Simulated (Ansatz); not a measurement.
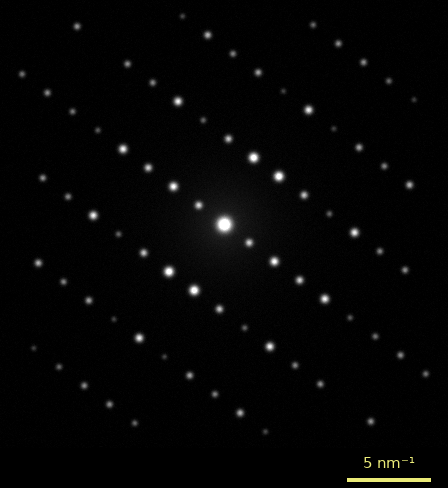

The pattern is a kinematic simulation for 300 kV electrons (no multiple scattering; isotropic B = 0.3 Å²).

> What net do the spots form, and what spacings does it show?

The spots form a centred rectangular net whose two shortest vectors correspond to d = 5.28 Å and 2.28 Å, 77.5° apart.

> What is the point symmetry of the pattern, intensities included?

2mm.

> What was simulated?

This cannot be fixed from one zone alone; the pattern is [110] of SiGe2, space group I4_1/amd (No. 141), a = 3.304 Å, c = 21.120 Å. The net vectors are 0 0 4 and 1 -1 2. Structure: the end point of a relaxation with Ansatz, DFT PBE, scalar-relativistic, plane waves, PAW; the starting structure was generated, so it need not be a known form of this composition.
